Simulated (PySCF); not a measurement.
Input

```
mol = gto.M(atom='''
Pb     0.02516    -0.62961     1.85256
Pb     0.02516    -0.62961    -1.85256
O      0.93060    -1.63990     0.00000
H      1.89156    -1.52671     0.00000
O     -0.85129     0.39721    -0.00000
H     -1.50502     1.10554    -0.00000
O      1.69006     0.66194     2.05606
H      1.92452     1.13487     1.24908
O      1.69006     0.66194    -2.05606
H      1.92452     1.13487    -1.24908''',
    basis={'Pb': 'def2-SVP', 'O': 'def2-SVP', 'H': 'def2-SVP'},
    ecp={'Pb': 'def2-SVP'},
    charge=0, spin=0)
mf = dft.RKS(mol, xc='PBE0')
mf.grids.atom_grid = (75, 302)  # f atoms: at least (60, 302), unpruned
mf = mf.density_fit()  # Pb def2-universal-JKFIT, O def2-universal-JKFIT, H def2-universal-JKFIT
mf.conv_tol = 1e-09; mf.max_cycle = 55
mf.kernel(dm0)
```

Run with:

```sh
OMP_NUM_THREADS=2 python run.py
```

Core potentials replace the inner electrons of Pb.

All numbers below come from PySCF, RKS PBE0, Pb def2-SVP with ECP60, O def2-SVP, H def2-SVP; non-relativistic Hamiltonian with scalar-relativistic core potentials where named; density fitting.

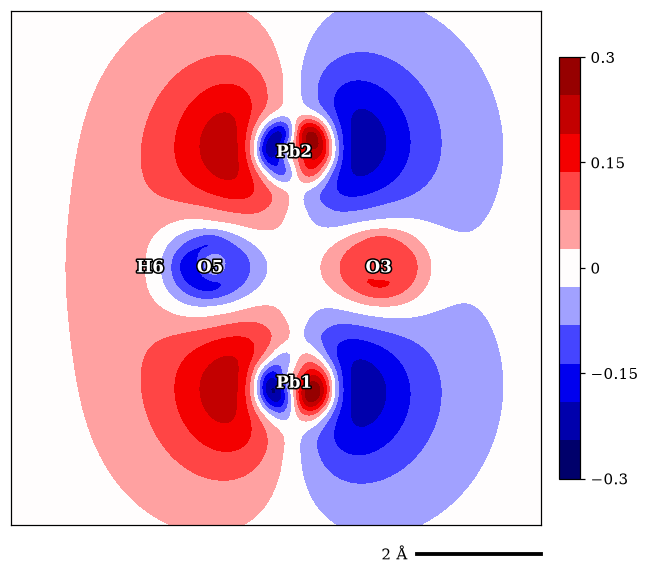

H$_{4}$O$_{4}$Pb$_{2}$ (Pb2(OH)2(OH)2). The LUMO on the plane of atoms Pb1, O5 and Pb2 (values in Å⁻³ᐟ²; the overall sign is arbitrary).

> Where does this orbital lie, and at what energy?

It lies mainly on Pb1 (about 40 %) and Pb2 (about 40 %). Its energy is −1.24 eV.
